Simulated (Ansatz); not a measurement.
# BH2Cl (SMILES BCl) at BCCD(T)/STO-3G

Aim: the vertical ionisation energy of BH2Cl at BCCD(T)/STO-3G, from 2 runs. 

The results are computed with Ansatz 0.2.0.

56 further runs of the same task are left out: 2 that didn't finish, 54 set aside as unsound or not needed.

## 1. The structure to begin with

The species is BH2Cl (4 atoms), meant as a singlet with charge 0. As SMILES, `BCl`. Geometry: relaxed at PBE0-D4/def2-TZVP.

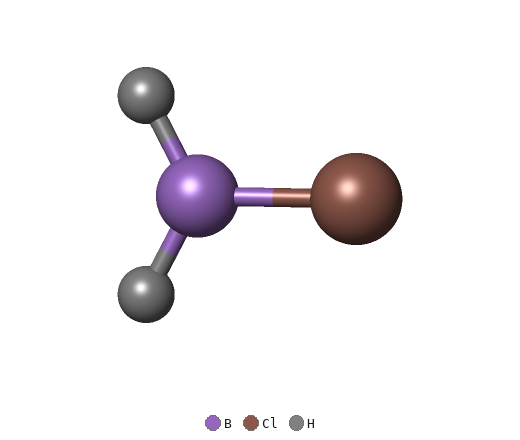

The structure, seen from a chosen angle (boron purple, chlorine brown, hydrogen grey).

## 2. A single-point energy at BCCD(T)/STO-3G

The input, in.yaml:

```yaml
crystal:
  periodic: [false, false, false]
  atoms:
    - {symbol: B, position_ang: [-0.116700, 0.021700, -0.075300]}
    - {symbol: Cl, position_ang: [1.365000, -0.395300, 0.721200]}
    - {symbol: H, position_ang: [-1.106200, -0.559500, 0.240400]}
    - {symbol: H, position_ang: [-0.086600, 0.872800, -0.906600]}
basis:
  gaussian:
    orbitals: STO-3G
correlation:
  method: bccd_t
  frozen_orbitals: {B: 1, Cl: 5, H: 0}
accuracy: high
scf:
  omitted_lower_state_checks: [cluster_reference, increment]
```

Command:

```sh
$ ansatz run in.yaml --threads 1 --pin off --max-ram 2610MiB --events-out events.jsonl --progress --plain --runs-dir runs
```

What it wrote:

```text
Warning: RAYON_NUM_THREADS=1 ignored (pool sized by the plan → 1); use --threads N
Functional definition: HF
  name "HF"
  exchange = exact_x
  correlation = 0
these checks for a lower state are left out or cut short: cluster_reference, increment
263 factors; integrals over basis functions are off by at most 1.2e-8 eV
mean field evaluation 1: about -13063.6476 eV, gradient 1.7e1 eV
mean field evaluation 2: about -13063.6700 eV, gradient 1.7e1 eV
mean field evaluation 4: about -13064.9627 eV, gradient 8.6e-1 eV
mean field evaluation 8: about -13064.9657 eV, gradient 4.6e-6 eV
mean field -13064.96573360 eV, -480.1286349581 hartree, gradient 9.6e-8 eV, S^2 0.000000; 0 other end points of the search recorded, 0 dependent functions left out
6 core orbitals not correlated: weight in the atoms' cores, before any rotation towards them, 1.000 or more for the frozen orbitals, at most 0.000 for the correlated occupied ones
reference -13064.96573360 eV, -480.1286349581 hartree; 6, 6 occupied and 4, 4 virtual orbitals, 263 factors
second order -1.19794143 eV of doubles, -0.00000000 eV of singles
cycle   1  -1.45519087 eV  change   -2.6e-1 eV  update   5.4e-2
cycle   2  -1.58167703 eV  change   -1.3e-1 eV  update   1.8e-2
cycle   3  -1.60616235 eV  change   -2.4e-2 eV  update   8.4e-3
cycle   4  -1.60194494 eV  change    4.2e-3 eV  update   2.6e-3
cycle   5  -1.60149347 eV  change    4.5e-4 eV  update   5.6e-4
cycle   6  -1.60122454 eV  change    2.7e-4 eV  update   9.3e-5
cycle   7  -1.60118600 eV  change    3.9e-5 eV  update   2.5e-5
cycle   8  -1.60120599 eV  change   -2.0e-5 eV  update   6.9e-6
cycle   9  -1.60120301 eV  change    3.0e-6 eV  update   1.3e-6
cycle  10  -1.60120234 eV  change    6.7e-7 eV  update   2.8e-7
cycle  11  -1.60120231 eV  change    2.7e-8 eV  update   8.4e-8
cycle  12  -1.60120229 eV  change    2.3e-8 eV  update   2.5e-8
cycle  13  -1.60120232 eV  change   -2.9e-8 eV  update   9.3e-9
cycle  14  -1.60120204 eV  change    2.8e-7 eV  update   6.3e-8
cycle  15  -1.60120196 eV  change    8.5e-8 eV  update   2.6e-8
cycle  16  -1.60120196 eV  change   -6.2e-9 eV  update   5.3e-9
cycle  17  -1.60120196 eV  change   -1.5e-9 eV  update   1.3e-9
cycle  18  -1.60120196 eV  change  -8.1e-10 eV  update  2.7e-10
perturbative correction -0.05001652 eV, -0.0018380733 hartree
Total energy: -13066.61695209 eV, -480.1893161183 hartree
Checks for a lower state left out: cluster_reference, increment
```

Wall time 0.14 s (1 thread of Arm Neoverse V1, shared host).

## 3. The doublet cation

The input, input.yaml:

```yaml
crystal:
  periodic: [false, false, false]
  atoms:
    - {symbol: B, position_ang: [-0.116700, 0.021700, -0.075300]}
    - {symbol: Cl, position_ang: [1.365000, -0.395300, 0.721200]}
    - {symbol: H, position_ang: [-1.106200, -0.559500, 0.240400]}
    - {symbol: H, position_ang: [-0.086600, 0.872800, -0.906600]}
basis:
  gaussian:
    orbitals: STO-3G
total_charge: 1
magnetization:
  spin_polarized: true
  initial_magnetization: 1
scf:
  omitted_lower_state_checks: [cluster_reference, increment]
accuracy: high
correlation:
  method: bccd_t
  frozen_orbitals: {B: 1, Cl: 5, H: 0}
```

Command:

```sh
$ ansatz run input.yaml --threads 1 --pin off --max-ram 2610MiB --events-out events.jsonl --progress --plain --runs-dir runs
```

What it wrote:

```text
Warning: RAYON_NUM_THREADS=1 ignored (pool sized by the plan → 1); use --threads N
[... 4 set-up lines as earlier in the session ...]
these checks for a lower state are left out or cut short: cluster_reference, increment
261 factors; integrals over basis functions are off by at most 1.2e-8 eV
mean field evaluation 1: about -13050.6351 eV, gradient 1.6e1 eV
mean field evaluation 2: about -13050.6522 eV, gradient 1.6e1 eV
mean field evaluation 4: about -13054.2050 eV, gradient 2.9e0 eV
mean field evaluation 8: about -13054.9170 eV, gradient 2.0e-1 eV
mean field evaluation 16: about -13054.8319 eV, gradient 8.6e-1 eV
mean field evaluation 32: about -13054.5439 eV, gradient 3.6e0 eV
mean field -13054.91519627 eV, -479.7592845237 hartree, gradient 4.7e-8 eV, S^2 0.753712; 6 other end points of the search recorded, 0 dependent functions left out
6 core orbitals not correlated: weight in the atoms' cores, before any rotation towards them, 1.000 or more for the frozen orbitals, at most 0.000 for the correlated occupied ones
reference -13054.91519627 eV, -479.7592845237 hartree; 6, 5 occupied and 4, 5 virtual orbitals, 261 factors
second order -1.13202960 eV of doubles, -0.00000000 eV of singles
cycle   1  -1.43313093 eV  change   -3.0e-1 eV  update   5.5e-2
cycle   2  -1.61071323 eV  change   -1.8e-1 eV  update   3.3e-2
cycle   3  -1.67277030 eV  change   -6.2e-2 eV  update   2.2e-2
cycle   4  -1.67466839 eV  change   -1.9e-3 eV  update   1.1e-2
cycle   5  -1.66906037 eV  change    5.6e-3 eV  update   3.1e-3
cycle   6  -1.66834899 eV  change    7.1e-4 eV  update   8.5e-4
cycle   7  -1.66893390 eV  change   -5.8e-4 eV  update   3.1e-4
cycle   8  -1.66860934 eV  change    3.2e-4 eV  update   1.0e-4
cycle   9  -1.66869166 eV  change   -8.2e-5 eV  update   4.8e-5
cycle  10  -1.66870614 eV  change   -1.4e-5 eV  update   1.8e-5
cycle  11  -1.66870624 eV  change   -9.6e-8 eV  update   7.1e-6
cycle  12  -1.66870518 eV  change    1.1e-6 eV  update   2.5e-6
cycle  13  -1.66870529 eV  change   -1.0e-7 eV  update   8.3e-7
cycle  14  -1.66870588 eV  change   -5.9e-7 eV  update   2.8e-7
cycle  15  -1.66870575 eV  change    1.3e-7 eV  update   1.1e-7
cycle  16  -1.66870579 eV  change   -4.6e-8 eV  update   5.6e-8
cycle  17  -1.66870577 eV  change    2.1e-8 eV  update   3.2e-8
cycle  18  -1.66870577 eV  change    4.0e-9 eV  update   2.5e-8
cycle  19  -1.66870549 eV  change    2.7e-7 eV  update   6.7e-8
cycle  20  -1.66870539 eV  change    1.0e-7 eV  update   4.6e-8
cycle  21  -1.66870538 eV  change    9.4e-9 eV  update   1.6e-8
cycle  22  -1.66870539 eV  change   -2.0e-9 eV  update   4.7e-9
cycle  23  -1.66870539 eV  change  -2.7e-10 eV  update   2.2e-9
cycle  24  -1.66870539 eV  change   6.7e-10 eV  update   1.5e-9
cycle  25  -1.66870539 eV  change   2.1e-10 eV  update  6.8e-10
perturbative correction -0.04430733 eV, -0.0016282644 hartree
Total energy: -13056.62820899 eV, -479.8222365798 hartree
Checks for a lower state left out: cluster_reference, increment
```

Wall time 0.26 s (1 thread of Arm Neoverse V1, shared host).

## 4. Outcome

Level: BCCD(T)/STO-3G, 6 core orbitals frozen.

| quantity | value |
| --- | --- |
| singlet BH2Cl: total energy | -480.18932 Eh |
| singlet BH2Cl: correlation energy (6 core orbitals frozen) | -60.7 mEh |
| singlet BH2Cl: (T) correction | -1.84 mEh |
| doublet cation: total energy | -479.82224 Eh |
| doublet cation: correlation energy (6 core orbitals frozen) | -63.0 mEh |
| doublet cation: (T) correction | -1.63 mEh |
| doublet cation: ⟨S²⟩ of the reference determinant | 0.754 |
| vertical ionisation energy (to the doublet cation) | 9.989 eV |

The vertical ionisation energy comes to 9.99 eV (230 kcal/mol). In a minimal basis such a difference can be off by several eV, whatever the method. The triples (singlet BH2Cl) make up 3.0 % of the correlation energy. The triples (doublet cation) make up 2.6 % of the correlation energy.
